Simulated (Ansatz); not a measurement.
# One shape, several levels: AlH (SMILES [AlH])

Aim: a comparison of 6 runs (HSE06/3-21G, wB97M-V/3-21G, B3LYP/cc-pVTZ, HSE06/cc-pVTZ, r2SCAN0/cc-pVTZ, UCCSD(T)/cc-pVTZ) of AlH. 

The calculation is run with Ansatz 0.2.0.

45 further runs of the same task are left out: 45 set aside as unsound or not needed.

## 1. The molecule

The species is AlH (2 atoms), meant as a singlet with charge 0. As SMILES, `[AlH]`. The H2–Al1 distance was set to 2.497 Å, away from the relaxed value.

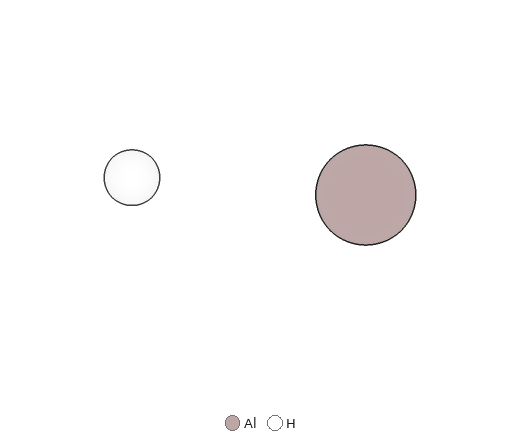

Viewed from a chosen angle; aluminium light grey, hydrogen white.

## 2. A single-point energy at HSE06/3-21G (run 1)

Input file run.yaml:

```yaml
crystal:
  periodic: [false, false, false]
  atoms:
    - {symbol: Al, position_ang: [-0.000000, 0.000000, -0.857990]}
    - {symbol: H, position_ang: [0.000000, -0.000000, 1.639110]}
basis:
  gaussian:
    orbitals: 3-21G.json
hamiltonian:
  xc: {name: HSE06}
accuracy: high
```

The basis set 3-21G is read from a file made from the Basis Set Exchange's data (not shown).

Run with:

```
$ ansatz run run.yaml --threads 1 --pin off --max-ram 3480MiB --events-out events.jsonl --progress --plain --runs-dir runs
```

The log of the run:

```text
Warning: RAYON_NUM_THREADS=1 ignored (pool sized by the plan → 1); use --threads N
Functional definition: HSE06
  name "HSE06"
  parameter a = 0.25
  parameter omega = 0.11/bohr
  exchange = pbe_x - a*pbe_x_sr(omega) + a*exact_x_sr(omega)
  correlation = pbe_c
276 factors; integrals over basis functions are off by at most 2.6e-9 eV
70 factors; integrals over basis functions are off by at most 3.6e-10 eV
mean field evaluation 1: about -6569.2276 eV, gradient 1.2e1 eV
mean field evaluation 2: about -6566.9947 eV, gradient 1.8e1 eV
mean field evaluation 4: about -6570.4023 eV, gradient 2.1e-1 eV
mean field evaluation 8: about -6570.4018 eV, gradient 2.7e-3 eV
mean field evaluation 16: about -6570.4018 eV, gradient 3.6e-8 eV
mean field -6570.40182688 eV, -241.4578135594 hartree, gradient 3.1e-8 eV, S^2 0.000000; 0 other end points of the search recorded, 0 dependent functions left out
reference -6570.40182919 eV, -241.4578136444 hartree; 7, 7 occupied and 8, 8 virtual orbitals, 276 factors
Total energy: -6570.40182919 eV, -241.4578136444 hartree
```

Run time: 0.56 s. Hardware: 1 thread of Arm Neoverse V2, shared host.

## 3. The energy at wB97M-V/3-21G (run 2)

Input file molecule.yaml:

```yaml
crystal:
  periodic: [false, false, false]
  atoms:
    - {symbol: Al, position_ang: [-0.000000, 0.000000, -0.857990]}
    - {symbol: H, position_ang: [0.000000, -0.000000, 1.639110]}
basis:
  gaussian: {orbitals: 3-21G.json}
magnetization: {spin_polarized: false}
hamiltonian: {xc: {name: wB97M-V}}
accuracy: high
```

The basis set 3-21G is read from a file made from the Basis Set Exchange's data (not shown).

Run with:

```
$ ansatz run molecule.yaml --threads 1 --pin off --max-ram 3480MiB --events-out events.jsonl --progress --plain --runs-dir runs
```

The log of the run, shortened:

```text
Warning: RAYON_NUM_THREADS=1 ignored (pool sized by the plan → 1); use --threads N
Functional definition: wB97M-V
  name "wB97M-V"
[...]
  gx(w, u) = 1 - cx + cx01*u + cx10*w
  gss(w, u) = css00 + css04*u^4 + css10*w + css20*w^2 + css43*w^4*u^3
  gos(w, u) = cos00 + cos10*w + (cos20 + cos21*u)*w^2 + (cos60 + cos61*u)*w^6
[...]
      + integral(e_c_pw_mod_opposite_spin*gos(b97_w_opposite, b97_u_opposite)) + vv10(b, c)
276 factors; integrals over basis functions are off by at most 2.6e-9 eV
122 factors; integrals over basis functions are off by at most 7.9e-10 eV
[...]
mean field -6573.28095312 eV, -241.5636194975 hartree, gradient 5.0e-8 eV, S^2 0.000000; 0 other end points of the search recorded, 0 dependent functions left out
reference -6573.28095620 eV, -241.5636196105 hartree; 7, 7 occupied and 8, 8 virtual orbitals, 276 factors
Total energy: -6573.28095620 eV, -241.5636196105 hartree
```

It took 4.5 s on 1 thread of Arm Neoverse V2, shared host; peak memory 0.17 GiB.

## 4. The energy at B3LYP/cc-pVTZ (run 3)

Input file input.yaml:

```yaml
crystal:
  periodic: [false, false, false]
  atoms:
    - {symbol: Al, position_ang: [-0.000000, 0.000000, -0.857990]}
    - {symbol: H, position_ang: [0.000000, -0.000000, 1.639110]}
basis:
  gaussian:
    orbitals: cc-pVTZ
total_charge: 0
hamiltonian:
  xc: {name: B3LYP}
accuracy: high
```

Run with:

```
$ ansatz run input.yaml --threads 1 --pin off --max-ram 3480MiB --events-out events.jsonl --progress --plain --runs-dir runs
```

The log of the run:

```text
Warning: RAYON_NUM_THREADS=1 ignored (pool sized by the plan → 1); use --threads N
Functional definition: B3LYP
  name "B3LYP"
  parameter a0 = 0.2
  parameter ax = 0.72
  parameter ac = 0.81
  exchange = (1 - a0 - ax)*slater_x + ax*b88_x + a0*exact_x
  correlation = (1 - ac)*vwn_rpa_c + ac*lyp_c
604 factors; integrals over basis functions are off by at most 3.5e-9 eV
mean field evaluation 1: about -6609.6327 eV, gradient 1.5e1 eV
mean field evaluation 2: about -6606.8921 eV, gradient 2.1e1 eV
mean field evaluation 4: about -6611.2656 eV, gradient 4.2e-1 eV
mean field evaluation 8: about -6611.2644 eV, gradient 6.2e-3 eV
mean field evaluation 16: about -6611.2644 eV, gradient 7.1e-7 eV
mean field -6611.26444949 eV, -242.9594872426 hartree, gradient 2.7e-8 eV, S^2 0.000000; 0 other end points of the search recorded, 0 dependent functions left out
reference -6611.26447652 eV, -242.9594882360 hartree; 7, 7 occupied and 41, 41 virtual orbitals, 604 factors
Total energy: -6611.26447652 eV, -242.9594882360 hartree
```

It took 0.84 s on 1 thread of Arm Neoverse V2, shared host.

Runs 4 to 5 aren't shown in full; the table further down has their settings and results.

## 5. A single-point energy at UCCSD(T)/cc-pVTZ (run 6)

Input file job.yaml:

```yaml
crystal:
  periodic: [false, false, false]
  atoms:
    - {symbol: Al, position_ang: [-0.000000, 0.000000, -0.857990]}
    - {symbol: H, position_ang: [0.000000, -0.000000, 1.639110]}
basis:
  gaussian:
    orbitals: cc-pVTZ
magnetization:
  spin_polarized: true
correlation:
  method: ccsd_t
  frozen_orbitals: {Al: 5, H: 0}
accuracy: high
scf:
  omitted_lower_state_checks: [cluster_reference, increment]
```

Run with:

```
$ ansatz run job.yaml --threads 1 --pin off --max-ram 3480MiB --events-out events.jsonl --progress --plain --runs-dir runs
```

The log of the run:

```text
Warning: RAYON_NUM_THREADS=1 ignored (pool sized by the plan → 1); use --threads N
[... 14 lines left out ...]
5 core orbitals not correlated: weight in the atoms' cores, before any rotation towards them, 1.000 or more for the frozen orbitals, at most 0.000 for the correlated occupied ones
[... 28 lines left out ...]
Total energy: -6598.62890289 eV, -242.4951394698 hartree
Checks for a lower state left out: cluster_reference, increment
```

It took 1.1 s on 1 thread of Arm Neoverse V2, shared host; peak memory 0.14 GiB.

## 6. The series

```tsv
run	level	frozen core orbitals	energy (Eh)	wall time
1	HSE06/3-21G	–	-241.457814	0.56 s
2	wB97M-V/3-21G	–	-241.563620	4.5 s
3	B3LYP/cc-pVTZ	–	-242.959488	0.84 s
4	HSE06/cc-pVTZ	–	-242.807581	0.99 s
5	r2SCAN0/cc-pVTZ	–	-242.890442	1.8 s
6	UCCSD(T)/cc-pVTZ	5	-242.495139	1.1 s
```

## 7. Results

| quantity | value |
| --- | --- |
| run 6: total energy | -242.49514 Eh |
| run 6: correlation energy (5 core orbitals frozen) | -87.8 mEh |
| run 6: (T) correction | -2.49 mEh |
| run 6: ⟨S²⟩ of the reference determinant | 0.236 |
| run 6: T1 diagnostic | 0.093 |

What this shows: Totals of different functionals can't be ranked against each other. Spin contamination of the reference: run 6 ⟨S²⟩ = 0.24. All runs together took 9.8 s, the longest 4.5 s.
